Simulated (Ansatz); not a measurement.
# GeN (hypothetical, F-43m): thermal expansion from first principles, part 2 of 3

Wanted: α(T), C_P(T) and B(T) of GeN (hypothetical) in the quasi-harmonic approximation. The compound is hypothetical: it was made by swapping elements on a known structure type.

Ansatz 0.2.0; DFT PBEsol, scalar-relativistic, plane waves, PAW.

So far. Step 2 (Probe on a coarse mesh): The start is under -18 GPa at this level and looks like a metal on this mesh.

### 4. Relaxation

The vibrations must be taken about the equilibrium of this functional, not about the starting cell, so the structure is relaxed.

Contents of input.yaml:

```yaml
crystal:
  lattice:
    - [0.0, 2.3484810873, 2.3484810873]
    - [2.3484810873, 0.0, 2.3484810873]
    - [2.3484810873, 2.3484810873, 0.0]
  atoms:
    - { symbol: Ge, position: [0.0, 0.0, 0.0] }
    - { symbol: "N", position: [0.75, 0.75, 0.75] }
kpoints:
  mp_grid: { grid: [16, 16, 16] }
hamiltonian:
  xc: pbesol
scf:
  occupations: { method: gaussian, width: 0.1 }
output:
  forces: true
  stress: true
  eigenvalues: true
  write_density: true
  write_potential: true
  elf: true
  volumetric_format: npy
relax:
  adjacent_minimum: "off"
  f_tol: 0.005
  max_steps: 80
  cell: { stress_tol: 0.05 }
```

On the command line:

```console
$ ansatz run input.yaml --threads 4 --pin off --max-ram 8192MiB --backend cpu --events-out ev --progress --plain --runs-dir out
```

Numbers of over 12 decimals in the logs are rounded to 6 here.

Log:

```text
[...]
Crystal: 2 atoms, lattice volume = 25.905 Å³
Basis set: ecut = 420 eV, 531 PW (Γ), exchange–correlation on 48×48×48 points (8 copies of the dense FFT grid, shifted against one another)
Bands: 14, of which v1, the nominal top of the filled ones, is band 10 counted from 1 (9 counted from 0)
Symmetry: 24 space group operations
[...]
k-points: 145 of 4096 (time reversal used)
[...]
SCF iter   1: F=—  HF=-4631.021645 eV  |F-HF|=—  |Δ(HF+E_count)|=         —  Δρ=2.27e-2  dr2=1.66e-1  ethr=1.77e-3  ⟨swp⟩=5.1  Hψ=10873  notcnv=0
[...]
SCF iter   6: F=-4630.981093 eV  HF=-4630.981093 eV  |F-HF|=2.95e-8  |Δ(HF+E_count)|=   9.08e-7  Δρ=1.79e-5  dr2=2.93e-8  ethr=5.26e-10  ⟨swp⟩=8.9  Hψ=12790  notcnv=0
SCF 1 converged in 6 iterations: F = -4630.981093 eV  dr2 = 2.93e-8
[...]
relax step   1: F+E_penalty+E_count = -4630.98109272 eV  Δ(F+E_penalty+E_count) = +0.000e0 eV  max|allowed force component| = 4.626e-16 eV/Å  Δτ_max = 0.0000 Å  P = +1.939 GPa  Ω = 25.905 Å³  (6 SCF iters, dr2 threshold 1.00e-7 eV, accepted)
Crystal: 2 atoms, lattice volume = 26.133 Å³
[...]
SCF iter   6: F=-4630.982640 eV  HF=-4630.982640 eV  |F-HF|=1.00e-11  |Δ(HF+E_count)|=  4.93e-10  Δρ=3.32e-7  dr2=1.00e-11  ethr=2.71e-12  ⟨swp⟩=3.9  Hψ=8323  notcnv=0
SCF 2 converged in 6 iterations: F = -4630.982640 eV  dr2 = 1.00e-11
relax step   2: F+E_penalty+E_count = -4630.98264024 eV  Δ(F+E_penalty+E_count) = -1.548e-3 eV  max|allowed force component| = 3.978e-16 eV/Å  Δτ_max = 0.0000 Å  P = +0.998 GPa  Ω = 26.133 Å³  energy of the carried Pulay correction = -5.338e-4 eV  (6 SCF iters, dr2 threshold 2.00e-7 eV, accepted)
Crystal: 2 atoms, lattice volume = 26.379 Å³
[...]
SCF iter   6: F=-4630.982840 eV  HF=-4630.982840 eV  |F-HF|=1.09e-11  |Δ(HF+E_count)|=  5.33e-10  Δρ=3.30e-7  dr2=1.03e-11  ethr=2.81e-12  ⟨swp⟩=3.8  Hψ=8320  notcnv=0
SCF 3 converged in 6 iterations: F = -4630.982840 eV  dr2 = 1.03e-11
relax step   3: F+E_penalty+E_count = -4630.98284050 eV  Δ(F+E_penalty+E_count) = -2.003e-4 eV  max|allowed force component| = 4.163e-16 eV/Å  Δτ_max = 0.0000 Å  P = +0.012 GPa  Ω = 26.379 Å³  energy of the carried Pulay correction = -1.105e-3 eV  (6 SCF iters, dr2 threshold 2.00e-7 eV, accepted)
[...]
relax step   4: F+E_penalty+E_count = -4630.98405153 eV  Δ(F+E_penalty+E_count) = -1.211e-3 eV  max|allowed force component| = 3.978e-16 eV/Å  Δτ_max = 0.0000 Å  P = +0.074 GPa  Ω = 26.379 Å³  stress off target by 7.44e-2 GPa  SCF on the basis re-selected at this cell (its energy is not comparable with the rows above)  (6 SCF iters)
[...]
relax step   5: F+E_penalty+E_count = -4630.98401308 eV  Δ(F+E_penalty+E_count) = +3.845e-5 eV  max|allowed force component| = 4.903e-16 eV/Å  Δτ_max = 0.0000 Å  P = +0.002 GPa  Ω = 26.397 Å³  energy of the carried Pulay correction = -4.291e-5 eV  (6 SCF iters, accepted)
[...]
SCF iter   1: F=—  HF=-4630.984047 eV  |F-HF|=—  |Δ(HF+E_count)|=         —  Δρ=2.85e-6  dr2=3.39e-10  ethr=7.10e-8  ⟨swp⟩=2.9  Hψ=15238  notcnv=0
eigensolver tolerance schedule: the retry pair's looser diagonalisation over-reported the residual by 39821.47 of it (diagonalisation noise at 10.31 of the residual, at the tolerance the schedule requests for it); recorded, not acted on — ethr = c·dr2/N_el stays at c = 1.0e-1
SCF iter   2: F=—  HF=-4630.984050 eV  |F-HF|=—  |Δ(HF+E_count)|=   2.35e-6  Δρ=1.43e-6  dr2=9.36e-11  ethr=1.78e-12  ⟨swp⟩=2.1  Hψ=3461  notcnv=0
[...]
SCF iter   7: F=-4630.984050 eV  HF=-4630.984050 eV  |F-HF|=9.09e-13  |Δ(HF+E_count)|=  9.09e-13  Δρ=1.03e-9  dr2=1.16e-16  ethr=1.00e-12  ⟨swp⟩=2.0  Hψ=5656  notcnv=0
SCF 6 converged in 7 iterations: F = -4630.984050 eV  dr2 = 1.16e-16
relax step   6: F+E_penalty+E_count = -4630.98404977 eV  Δ(F+E_penalty+E_count) = -3.669e-5 eV  max|allowed force component| = 3.423e-16 eV/Å  Δτ_max = 0.0000 Å  P = +0.003 GPa  Ω = 26.397 Å³  stress off target by 3.08e-3 GPa  SCF on the basis re-selected at this cell (its energy is not comparable with the rows above)  (7 SCF iters)
[...]
SCF converged after 7 iterations
Free energy (F): -4630.984050 eV
[...]
Internal energy: -4630.976690 eV  (E = F + TS)
E sigma→0 (E₀):  -4630.980370 eV
Entropy (-TS):   -0.007360 eV (-3.680 meV/atom)
Fermi energy:    11.448672 eV
[...]
--- Stress (GPa, compression-positive) ---
        0.003077      -0.000000      -0.000000
       -0.000000       0.003077       0.000000
       -0.000000      -0.000000       0.003077
  P = ⅓ Tr σ = 0.0031 GPa (0.031 kbar)
--- Band table (eV; the first three rows and the last of 145) ---
  k-point 0: bands = [... 6 lower, 7.5094, 7.5471, 7.5471, 7.5471, 15.3397, 15.3397, 15.3397, 21.4234]
  k-point 1: bands = [... 6 lower, 6.5367, 7.5063, 7.5063, 8.4115, 15.1799, 15.4049, 15.4049, 21.7747]
  k-point 2: bands = [... 6 lower, 5.4728, 7.3941, 7.3941, 9.1397, 14.8646, 15.5732, 15.5732, 22.4549]
  k-point 144: bands = [... 6 lower, 1.0669, 4.2606, 4.3686, 13.2433, 13.4708, 15.5896, 18.0872, 19.6347]
--- Relaxed structure (4 steps of the walk, 4 accepted, 2 SCFs on fresh bases) ---
[...]
cell:  # Å, volume = 26.3974 Å³
    - [0, 2.363254, 2.363254]
    - [2.363254, 0, 2.363254]
    - [2.363254, 2.363254, 0]
  atoms:
    - { symbol: Ge, position: [0, 0, 0] }
    - { symbol: N, position: [0.750000, 0.750000, 0.750000] }
```

The job ended after 7.2 s (4 threads of Arm Neoverse V2, shared host; peak memory 0.39 GiB; 27 s of CPU time).

Step by step:

```
step  energy less that of the first step (eV)  largest force component (eV/Å)  pressure (GPa)  volume (Å³)
   1                                   0.0000                          0.0000            1.94        25.91
   2                                  -0.0015                          0.0000            1.00        26.13
   3                                  -0.0017                          0.0000            0.01        26.38
  4*                                  -0.0030                          0.0000            0.07        26.38
   5                                  -0.0029                          0.0000            0.00        26.40
  6*                                  -0.0030                          0.0000            0.00        26.40
```

Relaxation steps marked * repeat the geometry before them on a plane-wave basis chosen anew for their cell, so energy and pressure can jump there.

The run keeps the 24 symmetry operations that it works with, so distortions that break them were not tested.

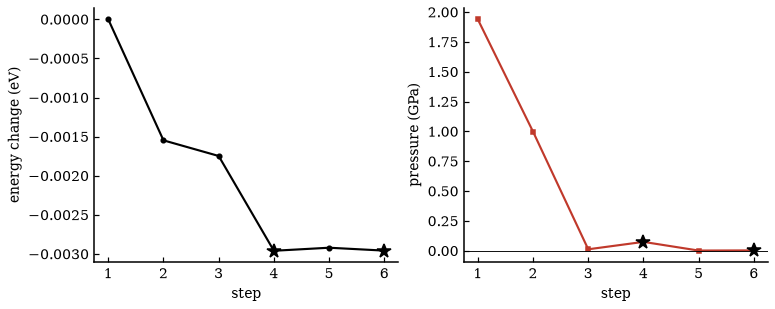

Energy and pressure along the relaxation. Stars mark steps on a basis chosen anew.

```
conventional cell, symmetrised  before  after  change
                         a (Å)   4.697  4.727  +0.6 %
                         b (Å)   4.697  4.727  +0.6 %
                         c (Å)   4.697  4.727  +0.6 %
              volume (Å³/atom)   12.95  13.20  +1.9 %
```

The relaxed structure:

```cif
data_structure
_symmetry_space_group_name_H-M 'P 1'
_symmetry_Int_Tables_number 1
_cell_length_a 3.3421
_cell_length_b 3.3421
_cell_length_c 3.3421
_cell_angle_alpha 60.000
_cell_angle_beta 60.000
_cell_angle_gamma 60.000
_cell_volume 26.40
loop_
_atom_site_label
_atom_site_type_symbol
_atom_site_fract_x
_atom_site_fract_y
_atom_site_fract_z
_atom_site_occupancy
Ge1 Ge 0.00000 0.00000 0.00000 1
N2 N 0.75000 0.75000 0.75000 1
```

This step gave:

- pressure: 0.003077 GPa
- volume per atom: 13.20 Å³

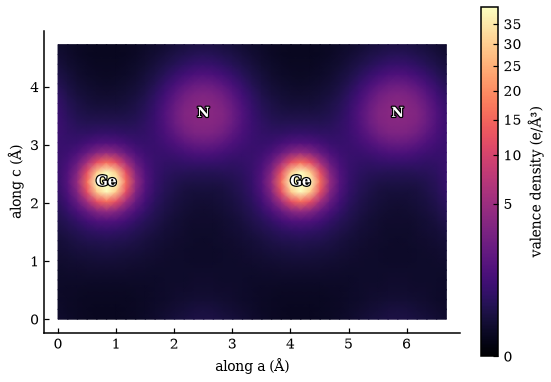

Valence density in the ac plane of a cell with a along [110], b along [-110] and c along [001] of the cube at fractional y = 0.500, with atoms of Ge and N within 0.2 Å of it. It is the smooth field of the valence electrons, not physical close to the nuclei. The map starts off the cell's origin, so that atoms lie inside it. The colour scale is stretched toward low values.

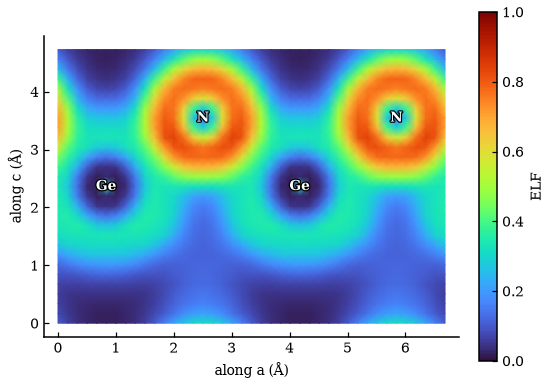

ELF in the ac plane of a cell with a along [110], b along [-110] and c along [001] of the cube at fractional y = 0.500, with atoms of Ge and N within 0.2 Å of it. It is the smooth field of the valence electrons, not physical close to the nuclei. The map starts off the cell's origin, so that atoms lie inside it.

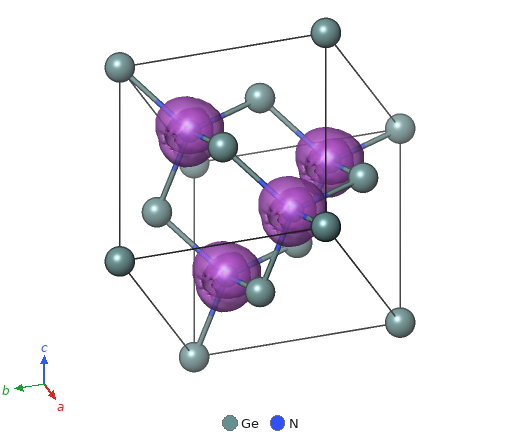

Surface of ELF = 0.76. Bonds to atoms that aren't drawn are left out.

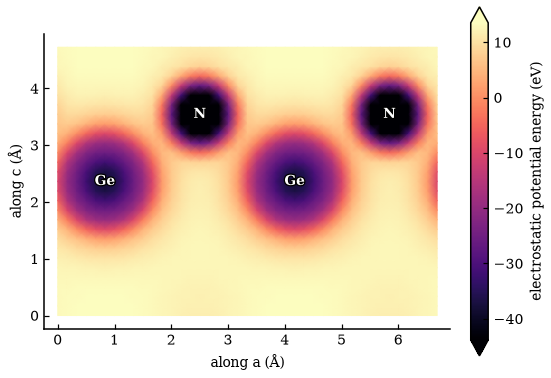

Electrostatic potential energy in the ac plane of a cell with a along [110], b along [-110] and c along [001] of the cube at fractional y = 0.500, with atoms of Ge and N within 0.2 Å of it. With pseudopotentials it is smooth inside the atoms' cores, unlike the true potential. The map starts off the cell's origin, so that atoms lie inside it.

The relaxation ends with a pressure of 0.00 GPa.

### 5. Relaxing to small residual forces and stress

The relaxation is repeated with tighter thresholds on force and stress, since phonons are sensitive to what is left; a change of mesh or smearing in the input moves the cell too.

Contents of input.yaml:

```yaml
crystal:
  lattice:
    - [0.0, 2.3632537475, 2.3632537475]
    - [2.3632537475, 0.0, 2.3632537475]
    - [2.3632537475, 2.3632537475, 0.0]
  atoms:
    - { symbol: Ge, position: [0.0, 0.0, 0.0] }
    - { symbol: "N", position: [0.75, 0.75, 0.75] }
kpoints:
  mp_grid: { grid: [16, 16, 16] }
hamiltonian:
  xc: pbesol
scf:
  occupations: { method: methfessel_paxton, width: 0.15 }
output:
  forces: true
  stress: true
  eigenvalues: true
relax:
  adjacent_minimum: "off"
  f_tol: 0.001
  max_steps: 60
  cell: { stress_tol: 0.01 }
```

Log:

```text
[...]
Crystal: 2 atoms, lattice volume = 26.397 Å³
Basis set: ecut = 420 eV, 531 PW (Γ), exchange–correlation on 48×48×48 points (8 copies of the dense FFT grid, shifted against one another)
Bands: 14, of which v1, the nominal top of the filled ones, is band 10 counted from 1 (9 counted from 0)
Symmetry: 24 space group operations
[...]
k-points: 145 of 4096 (time reversal used)
[...]
k-point 144: bands = [... 6 lower, 1.0664, 4.2605, 4.3684, 13.2426, 13.4699, 15.5883, 18.0863, 19.6333]
--- Relaxed structure (2 steps of the walk, 2 accepted, 1 SCFs on fresh bases) ---
[...]
cell:  # Å, volume = 26.3992 Å³
    - [0.0, 2.363308, 2.363308]
    - [2.363308, 0, 2.363308]
    - [2.363308, 2.363308, 0]
  atoms:
    - { symbol: Ge, position: [0, 0, 0] }
    - { symbol: N, position: [0.75, 0.75, 0.75] }
[key lines of the parts left out:]
SCF converged after 4 iterations
Free energy (F): -4630.980948 eV
Fermi energy:    11.447758 eV
P = ⅓ Tr σ = 0.0076 GPa (0.076 kbar)
```

Wall time 3.3 s (4 threads); peak memory 0.38 GiB.

Little changed from the start: no atom moved by 0.005 Å and no cell edge by 0.1 %.

This step gave:

- pressure: 0.007639 GPa

The residual pressure is 0.0076 GPa, small enough for phonons.

### 6. The quasi-harmonic study, q-mesh 2×2×2

Thermal expansion follows from how the free energy of the vibrations (and of the electrons in a metal) changes with strain, so the program makes strained cells, their phonons and a fit in one run.

input.yaml, the sections that differ from step 5:

```yaml
crystal:
  lattice:
    - [0.0, 2.3633083058, 2.3633083058]
    - [2.3633083058, 0.0, 2.3633083058]
    - [2.3633083058, 2.3633083058, 0.0]
  atoms:
    - { symbol: Ge, position: [0.0, 0.0, 0.0] }
    - { symbol: "N", position: [0.75, 0.75, 0.75] }
output:
  eigenvalues: true
phonons:
  method: dfpt
  qmesh: [2, 2, 2]
  temperatures: { t_max: 1200.0, t_step: 50 }
  thermal_expansion: {}
# kpoints, hamiltonian, scf: as in step 5
# relax: removed
```

Log:

```text
The last accepted step is kept in <dir> (removed where the run ends without a failure and the disk answers)
Engine: ansatz 0.2.0, aarch64-unknown-linux-gnu
Pseudopotentials: kind: paw
Pseudopotential: Ge, paw, valence charge 14, recommended cutoff 420 eV (normal), Ge.paw.azcp
Pseudopotential: N, paw, valence charge 5, recommended cutoff 420 eV (normal), N.paw.azcp
Functional definition: PBEsol
  exchange = pbesol_x
  correlation = pbesol_c
Crystal: 2 atoms, lattice volume = 26.399 Å³
Basis set: ecut = 487.2 eV, 645 PW (Γ), exchange–correlation on 50×50×50 points (8 copies of the dense FFT grid, shifted against one another)
Bands: 14, of which v1, the nominal top of the filled ones, is band 10 counted from 1 (9 counted from 0)
Symmetry: 24 space group operations
Space group: F-43m (ITA 216), of the structure as read, at distance tolerance 3.0e-5 Å
k-points: 145 of 4096 (time reversal used)
Non-local potential: Ge, projectors of the file, l = 0: 2, l = 1: 2, l = 2: 3, l = 3: 1
Non-local potential: N, projectors of the file, l = 0: 2, l = 1: 2, l = 2: 1
PAW form: soft (Blöchl's): semilocal exchange-correlation on the pseudo side does not see the compensation charge
PAW frozen core: Ge, regenerated for the run's functional, and the local potential with it (the file was generated under x = pbe(κ = 0.804, μ = 0.219515), c = pbe(β = 0.066725))
PAW frozen core: N, regenerated for the run's functional, and the local potential with it (the file was generated under x = pbe(κ = 0.804, μ = 0.219515), c = pbe(β = 0.066725))
PAW one-centre angular grid: Ge, 590 points (default); XC on 64 Gauss nodes
PAW one-centre angular grid: N, 110 points (default); XC on 64 Gauss nodes
Initial density: superposition of atomic densities (neutral atoms: chi_scale 0, normalization atom), corrected by the library's trained network
Initial wavefunctions: pseudopotential atomic-orbital guess
Functional: x = pbesol(κ = 0.804, μ = 0.123457), c = pbesol(β = 0.046)
SCF iter   1: F=—  HF=-4631.023270 eV  |F-HF|=—  |Δ(HF+E_count)|=         —  Δρ=2.16e-2  dr2=1.53e-1  ethr=1.77e-3  ⟨swp⟩=5.0  Hψ=10810  notcnv=0
preconditioner: auto → none  [metal: Δε(μ)=0.003 eV  Ē_g=22.677 eV  σ=0.150 eV  W_gap=0.02  n_scr=8 (ndim 8)  ℏωp=31.5 eV  f_vac=0.008  D(μ)=1.65/eV (n_scr^D=14)  sad-step TF]
SCF iter   2: F=—  HF=-4631.003903 eV  |F-HF|=—  |Δ(HF+E_count)|=   1.94e-2  S|Δr|=    0.00e0  Δρ=1.47e-2  dr2=7.52e-2  ethr=8.08e-4  ⟨swp⟩=1.0  Hψ=3190  notcnv=0
SCF iter   3: F=—  HF=-4630.986931 eV  |F-HF|=—  |Δ(HF+E_count)|=   1.70e-2  S|Δr|=    0.00e0  Δρ=1.78e-3  dr2=4.19e-4  ethr=3.96e-4  ⟨swp⟩=2.2  Hψ=2907  notcnv=0
[...]
E_local      = -2421.591704  (includes V_loc(G=0)·N_el)
  E_nonlocal   = 467.382188
  E_hartree    = 1033.182687
  E_xc         = -133.747506
  E_vxc        = -139.781390  (∫ρ·V_xc dr)
  E_paw        = -2101.044648  (= ΣΔE_a)
  E_vpaw       = -331.668241  (= ΣTr[D̂ρ^β])
  E_aug_tail   = 0.000027  (compensation charges beyond the density's cutoff)
  E_ewald      = -1714.457749
  E_core_change = 0.946035  (= ΣΔE_core)
  E_smearing   = -0.002257  (= −TS)
  E_closure    = 0.000000  (closes the sum)
  Σ components = -4630.986359   (vs F -4630.986359, Δ=0.00e0)
--- Forces (eV/Å), atoms counted from 1 ---
  atom   1  Ge     0.00000000    -0.00000000     0.00000000
  atom   2  N     -0.00000000     0.00000000    -0.00000000
  max |Σ_I F_I| component: 1.11e-16 eV/Å
--- Stress (GPa, compression-positive) ---
       -0.003355      -0.000000       0.000000
        0.000000      -0.003355       0.000000
       -0.000000       0.000000      -0.003355
  P = ⅓ Tr σ = -0.0034 GPa (-0.034 kbar)
--- Band table (eV; the first three rows and the last of 145) ---
  k-point 0: bands = [... 6 lower, 7.5093, 7.5472, 7.5472, 7.5472, 15.3383, 15.3383, 15.3383, 21.4214]
  k-point 1: bands = [... 6 lower, 6.5367, 7.5063, 7.5063, 8.4114, 15.1785, 15.4035, 15.4035, 21.7727]
  k-point 2: bands = [... 6 lower, 5.4728, 7.3942, 7.3942, 9.1395, 14.8633, 15.5719, 15.5719, 22.4530]
  k-point 144: bands = [... 6 lower, 1.0664, 4.2601, 4.3684, 13.2423, 13.4697, 15.5885, 18.0852, 19.6326]
── thermal expansion: 3 new cells, 3 in all ──
thermal expansion: relaxation of cell 2
thermal expansion: relaxation of cell 3
── thermal expansion: 2 new cells, 5 in all ──
thermal expansion: relaxation of cell 4
thermal expansion: lower-state search of cell 4
thermal expansion: electrons of cell 4
thermal expansion: phonons of cell 4
WARN: thermal expansion, phonons of cell 4: eigensolver did not converge (k=22): 1 band(s) unlocked after 20 sweeps at ethr=1.00e-12 eV (lowest unlocked band 13, counted from 0; max residual 4.67e-6 eV among the unlocked bands, 4.67e-6 eV over every band)
WARN: thermal expansion: eigensolver_not_converged in the phonons of 1 cell: 4
WARN: thermal expansion: vibrations_at_or_below_zero in the phonons of 1 cell: 4
this run last wrote the structure of step 1 to <dir>
--- Relaxed structure (1 steps of the walk, 1 accepted, 0 SCFs on fresh bases) ---
  F+E_penalty+E_count = -4630.98635887 eV   max|allowed force component| = 4.626e-16 eV/Å
  atoms:
    - { symbol: Ge, position: [0.0, 0.0, 0.0] }
    - { symbol: N, position: [0.750000, 0.750000, 0.750000] }
--- Thermal expansion: 5 cells in 2 rounds, 0 GPa ---
  no lower state was reached at cell 4; its state was not examined: fill_not_monotonic
  not told: vibrations stand at or below zero in cell 4 (0.875 modes a cell, the lowest at -389.3 cm⁻¹): the crystal is at no minimum there, or its k-points are too few: type the crystal that it becomes, another pressure, or a denser kpoints.mp_grid, in a new run
  eigensolver_not_converged in the phonons of 1 cell: 4
  vibrations_at_or_below_zero in the phonons of 1 cell: 4
Error: vibrations stand at or below zero in cell 4 (0.875 modes a cell, the lowest at -389.3 cm⁻¹): the crystal is at no minimum there, or its k-points are too few: type the crystal that it becomes, another pressure, or a denser kpoints.mp_grid, in a new run
[key lines of the parts left out:]
SCF converged after 8 iterations
Free energy (F): -4630.986359 eV
Fermi energy:    11.447759 eV
```

Run time: 79 s. Hardware: 4 threads; peak memory 1.4 GiB; 4.9 min of CPU time.

The run ended with an error.

The program's message: “vibrations stand at or below zero in cell 4 (0.875 modes a cell, the lowest at -389.3 cm⁻¹): the crystal is at no minimum there, or its k-points are too few: type the crystal that it becomes, another …”

[end of part 2 of 3]

[Logs are printed without paths, hosts, clocks, repeated set-up lines and the standing remarks that a program may print on its own settings, such as how far it seeks lower states.]

[Hosts, paths, dates, database ids (printed as entryN), source tags and the programs' standing remarks are cut or masked in the printed files.]

[A step with changed settings may run another functional than the one named; its input shows which.]

[Pressures of single members of a volume series are the stress at the run's cutoff; with an incomplete basis they can lie off −dE/dV of the same runs, and they are not shown converged.]
